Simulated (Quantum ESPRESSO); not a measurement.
# Collinear magnetic orders of BaAl9Fe2 with Quantum ESPRESSO

Does BaAl9Fe2 prefer parallel or opposed moments?

Method: PBEsol; plane waves with GBRV 1.5 PBEsol potentials, no spin-orbit coupling, in Quantum ESPRESSO 7.5.

## (1) The structure

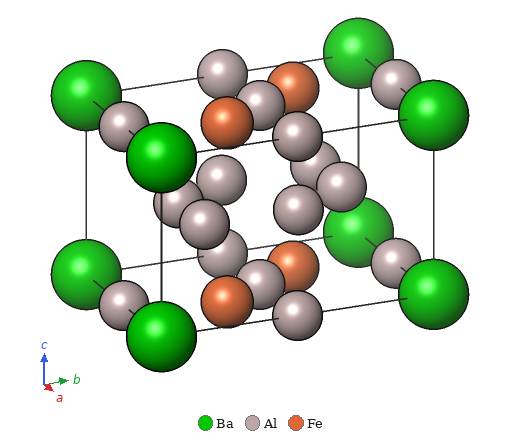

The starting structure, seen slightly off an axis (barium green, aluminium light grey, iron orange). Some periodic images of atoms are drawn too.

The cell comes from Materials Project 2023-11-01, a database of computed structures, and need not be the stable phase.

## (2) Start 1: ferro ++

The signs are those of the starting moments on the seeded atoms, the atoms that are given a moment.

pw.in reads:

```
&CONTROL
  calculation = 'scf'
  prefix = 'pwscf'
  outdir = './tmp'
  pseudo_dir = './pseudo'
  disk_io = 'nowf'
/
&SYSTEM
  ibrav = 0
  celldm(1) = 8
  nat = 12
  ntyp = 3
  ecutwfc = 40
  ecutrho = 280
  nbnd = 51
  occupations = 'smearing'
  smearing = 'fd'
  degauss = 0.00734986
  nspin = 2
  starting_magnetization(1) = 0
  starting_magnetization(2) = 0
  starting_magnetization(3) = 0.175
/
&ELECTRONS
  conv_thr = 2.4d-08
  electron_maxstep = 150
  mixing_beta = 0.3
/
ATOMIC_SPECIES
Ba    137.3270 ba_pbesol_v1.uspp.F.UPF
Al     26.9815 al_pbesol_v1.uspp.F.UPF
Fe     55.8450 fe_pbesol_v1.5.uspp.F.UPF
CELL_PARAMETERS alat
   1.8758507129986    0.0000000000000    0.0000000000000
  -0.9379253564993    1.6245343711666    0.0000000000000
   0.0000000000000    0.0000000000000    0.9331674008738
ATOMIC_POSITIONS crystal
Ba      0.0000000000    0.0000000000    0.0000000000
Al      0.5000000000    0.0000000000    0.0000000000
Al      0.5000000000    0.5000000000    0.0000000000
Al      0.0000000000    0.5000000000    0.0000000000
Al      0.2183452700    0.4366905400    0.5000000000
Al      0.7816547300    0.2183452700    0.5000000000
Al      0.4366905400    0.2183452700    0.5000000000
Al      0.5633094600    0.7816547300    0.5000000000
Al      0.2183452700    0.7816547300    0.5000000000
Al      0.7816547300    0.5633094600    0.5000000000
Fe      0.6666666700    0.3333333300    0.0000000000
Fe      0.3333333300    0.6666666700    0.0000000000
K_POINTS automatic
6 6 6 0 0 0
```

Command:

```sh
$ OMP_NUM_THREADS=1 mpirun -n 4 pw.x -nk 4 -in pw.in > pw.out
```

The log of the run:

```text
Program PWSCF v.7.5 starts

     Message from routine setup:
     using ibrav=0 with symmetry is DISCOURAGED, use correct ibrav instead

     K-points division:     npool     =       4
     Subspace diagonalization in iterative solution of the eigenvalue problem:

     G-vector sticks info
     --------------------
     sticks:   dense  smooth     PW     G-vecs:    dense   smooth      PW
     Sum        4339    2491    733               115173    49777    7829

     Using Slab Decomposition

     bravais-lattice index     =            0
     lattice parameter (alat)  =       8.0000  a.u.
     unit-cell volume          =    1455.9843 (a.u.)^3
     number of atoms/cell      =           12
     number of atomic types    =            3
     number of electrons       =        69.00
     number of Kohn-Sham states=           51
     kinetic-energy cutoff     =      40.0000  Ry
     charge density cutoff     =     280.0000  Ry
     scf convergence threshold =      2.4E-08
     mixing beta               =       0.3000
     number of iterations used =            8  plain     mixing
     Exchange-correlation= SLA  PW   PSX  PSC
                           (   1   4  10   8   0   0   0)

     celldm(1)=   8.000000  celldm(2)=   0.000000  celldm(3)=   0.000000
     celldm(4)=   0.000000  celldm(5)=   0.000000  celldm(6)=   0.000000

     crystal axes: (cart. coord. in units of alat)
               a(1) = (   1.875851   0.000000   0.000000 )
               a(2) = (  -0.937925   1.624534   0.000000 )
               a(3) = (   0.000000   0.000000   0.933167 )

     reciprocal axes: (cart. coord. in units 2 pi/alat)
               b(1) = (  0.533091  0.307780 -0.000000 )
               b(2) = (  0.000000  0.615561  0.000000 )
               b(3) = (  0.000000 -0.000000  1.071619 )

     PseudoPot. # 1 for Ba read from file:
     ba_pbesol_v1.uspp.F.UPF
     Pseudo is Ultrasoft + core correction, Zval = 10.0
     Generated by new atomic code, or converted to UPF format
     Using radial grid of  907 points,  7 beta functions with:
                l(1) =   0
                l(2) =   0
                l(3) =   1
                l(4) =   1
                l(5) =   2
                l(6) =   2
                l(7) =   3
     Q(r) pseudized with  6 coefficients,  rinner =    1.700   1.700   1.700
                                                       1.700   1.700   1.700
                                                       1.700

     PseudoPot. # 2 for Al read from file:
     al_pbesol_v1.uspp.F.UPF
     Pseudo is Ultrasoft + core correction, Zval =  3.0
     Generated by new atomic code, or converted to UPF format
     Using radial grid of  893 points,  3 beta functions with:
                l(1) =   0
                l(2) =   1
                l(3) =   2
     Q(r) pseudized with  8 coefficients,  rinner =    0.900   0.900   0.900
                                                       0.900   0.900

     PseudoPot. # 3 for Fe read from file:
     fe_pbesol_v1.5.uspp.F.UPF
     Pseudo is Ultrasoft + core correction, Zval = 16.0
     Generated by new atomic code, or converted to UPF format
     Using radial grid of  861 points,  6 beta functions with:
                l(1) =   0
                l(2) =   0
                l(3) =   1
                l(4) =   1
                l(5) =   2
                l(6) =   2
     Q(r) pseudized with  8 coefficients,  rinner =    1.000   1.000   1.000
                                                       1.000   1.000

     atomic species   valence    mass     pseudopotential
     Ba               10.00   137.32700     Ba( 1.00)
     Al                3.00    26.98150     Al( 1.00)
     Fe               16.00    55.84500     Fe( 1.00)

     Starting magnetic structure
     atomic species   magnetization
     Ba              0.000
     Al              0.000
     Fe              0.175

     24 Sym. Ops., with inversion, found

   Cartesian axes

     site n.     atom                  positions (alat units)
         1        Ba     tau(   1) = (   0.0000000   0.0000000   0.0000000  )
         2        Al     tau(   2) = (   0.9379254   0.0000000   0.0000000  )
         3        Al     tau(   3) = (   0.4689627   0.8122672   0.0000000  )
         4        Al     tau(   4) = (  -0.4689627   0.8122672   0.0000000  )
         5        Al     tau(   5) = (   0.0000000   0.7094188   0.4665837  )
         6        Al     tau(   6) = (   1.2614760   0.3547094   0.4665837  )
         7        Al     tau(   7) = (   0.6143747   0.3547094   0.4665837  )
         8        Al     tau(   8) = (   0.3235507   1.2698250   0.4665837  )
         9        Al     tau(   9) = (  -0.3235507   1.2698250   0.4665837  )
        10        Al     tau(  10) = (   0.9379254   0.9151156   0.4665837  )
        11        Fe     tau(  11) = (   0.9379254   0.5415115   0.0000000  )
        12        Fe     tau(  12) = (  -0.0000000   1.0830229   0.0000000  )

     number of k points=    28  Fermi-Dirac smearing, width (Ry)=  0.0073
                       cart. coord. in units 2pi/alat
        k(    1) = (   0.0000000   0.0000000   0.0000000), wk =   0.0046296
        k(    2) = (   0.0000000   0.0000000   0.1786032), wk =   0.0092593
        k(    3) = (   0.0000000   0.0000000   0.3572064), wk =   0.0092593
        k(    4) = (   0.0000000   0.0000000  -0.5358095), wk =   0.0046296
        k(    5) = (   0.0000000   0.1025935   0.0000000), wk =   0.0277778
        [... 23 further k-points ...]

     Dense  grid:   115173 G-vectors     FFT dimensions: (  80,  80,  40)

     Smooth grid:    49777 G-vectors     FFT dimensions: (  64,  64,  32)

     Check: negative core charge=   -0.000008
     Generating pointlists ...
     new r_m :   0.3503 (alat units)  2.8020 (a.u.) for type    1
     new r_m :   0.2234 (alat units)  1.7870 (a.u.) for type    2
     new r_m :   0.2234 (alat units)  1.7870 (a.u.) for type    3

     Initial potential from superposition of free atoms

     starting charge      66.9650, renormalised to      69.0000

     negative rho (up, down):  4.941E-02 4.941E-02
     Starting wfcs are   75 randomized atomic wfcs

     Self-consistent Calculation

     iteration #  1     ecut=    40.00 Ry     beta= 0.30
     Davidson diagonalization with overlap
     ethr =  1.00E-02,  avg # of iterations =  3.6

     negative rho (up, down):  4.746E-02 4.745E-02

     total energy              =    -628.33192672 Ry
     estimated scf accuracy    <       7.50763278 Ry

     total magnetization       =     0.85 Bohr mag/cell
     absolute magnetization    =     1.83 Bohr mag/cell

     iteration #  2     ecut=    40.00 Ry     beta= 0.30
     Davidson diagonalization with overlap
     ethr =  1.00E-02,  avg # of iterations =  2.8

     negative rho (up, down):  4.629E-02 4.625E-02

     total energy              =    -627.51545737 Ry
     estimated scf accuracy    <      47.86618440 Ry

     total magnetization       =     0.91 Bohr mag/cell
     absolute magnetization    =     1.13 Bohr mag/cell

     iteration #  3     ecut=    40.00 Ry     beta= 0.30
     Davidson diagonalization with overlap
     ethr =  1.00E-02,  avg # of iterations =  3.5

     negative rho (up, down):  4.410E-02 4.412E-02

     total energy              =    -630.64438264 Ry
     estimated scf accuracy    <       0.46890619 Ry

     total magnetization       =     1.39 Bohr mag/cell
     absolute magnetization    =     2.62 Bohr mag/cell

     [... further iterations left out ...]

     iteration # 15     ecut=    40.00 Ry     beta= 0.30
     Davidson diagonalization with overlap
     ethr =  3.42E-08,  avg # of iterations =  1.9

     negative rho (up, down):  4.357E-02 4.357E-02

     total energy              =    -630.83707249 Ry
     estimated scf accuracy    <       0.00000147 Ry

     total magnetization       =     0.01 Bohr mag/cell
     absolute magnetization    =     0.02 Bohr mag/cell

     iteration # 16     ecut=    40.00 Ry     beta= 0.30
     Davidson diagonalization with overlap
     ethr =  2.13E-09,  avg # of iterations =  2.1

     negative rho (up, down):  4.357E-02 4.357E-02

     total energy              =    -630.83707180 Ry
     estimated scf accuracy    <       0.00000025 Ry

     total magnetization       =     0.02 Bohr mag/cell
     absolute magnetization    =     0.02 Bohr mag/cell

     iteration # 17     ecut=    40.00 Ry     beta= 0.30
     Davidson diagonalization with overlap
     ethr =  3.55E-10,  avg # of iterations =  4.1

     negative rho (up, down):  4.357E-02 4.357E-02

     total energy              =    -630.83707388 Ry
     estimated scf accuracy    <       0.00000019 Ry

     total magnetization       =     0.00 Bohr mag/cell
     absolute magnetization    =     0.00 Bohr mag/cell

     iteration # 18     ecut=    40.00 Ry     beta= 0.30
     Davidson diagonalization with overlap
     ethr =  2.76E-10,  avg # of iterations =  2.0

     negative rho (up, down):  4.357E-02 4.357E-02

     Magnetic moment per site  (integrated on atomic sphere of radius R)
     atom   1 (R=0.350)  charge=  8.1830  magn= -0.0000
     atom   2 (R=0.223)  charge=  0.9183  magn= -0.0000
     atom   3 (R=0.223)  charge=  0.9183  magn= -0.0000
     atom   4 (R=0.223)  charge=  0.9183  magn= -0.0000
     atom   5 (R=0.223)  charge=  0.8532  magn=  0.0000
     atom   6 (R=0.223)  charge=  0.8532  magn=  0.0000
     atom   7 (R=0.223)  charge=  0.8532  magn=  0.0000
     atom   8 (R=0.223)  charge=  0.8532  magn=  0.0000
     atom   9 (R=0.223)  charge=  0.8532  magn=  0.0000
     atom  10 (R=0.223)  charge=  0.8532  magn=  0.0000
     atom  11 (R=0.223)  charge= 14.2063  magn=  0.0004
     atom  12 (R=0.223)  charge= 14.2063  magn=  0.0004

     End of self-consistent calculation

     [... lines left out ...]
     the Fermi energy is     8.5418 ev

!    total energy              =    -630.83707396 Ry
     estimated scf accuracy    <          7.3E-09 Ry
     smearing contrib. (-TS)   =      -0.01694152 Ry
     internal energy E=F+TS    =    -630.82013244 Ry

     The total energy is F=E-TS. E is the sum of the following terms:
     one-electron contribution =    -493.42604509 Ry
     hartree contribution      =     273.31132352 Ry
     xc contribution           =    -123.93095972 Ry
     ewald contribution        =    -286.77445115 Ry

     total magnetization       =     0.00 Bohr mag/cell
     absolute magnetization    =     0.00 Bohr mag/cell

     convergence has been achieved in  18 iterations

=------------------------------------------------------------------------------=
   JOB DONE.
=------------------------------------------------------------------------------=
```

Wall time 2.8 min (4 MPI ranks of Arm Neoverse V1, shared host); peak memory 1.5 GiB; 11 min of CPU time.

Spin moment in the atom's sphere by atom:

```csv
atom,spin moment in the atom's sphere (μB)
Ba1,0.0000
Al2,0.0000
Al3,0.0000
Al4,0.0000
Al5,0.0000
Al6,0.0000
Al7,0.0000
Al8,0.0000
Al9,0.0000
Al10,0.0000
Fe11,0.0004
Fe12,0.0004
```

Numbers from this step:

* smearing term TS: 0.2305 eV
* magnetization: 0 μB
* absolute magnetization: 0 μB
* final state: non-magnetic

(Continued in part 2 of 2.)

[Logs and program files are shortened in this print: banners, set-up blocks, solver, clock and traceback lines can be left out without a mark of their own.]

[Logs are printed without paths, hosts, clocks, repeated set-up lines and the standing remarks that a program may print on its own settings, such as how far it seeks lower states.]

[Hosts, paths, dates, database ids (printed as entryN), source tags and the programs' standing remarks are cut or masked in the printed files.]

[Where a cell is said to come from a database of computed structures, the database is the Materials Project.]
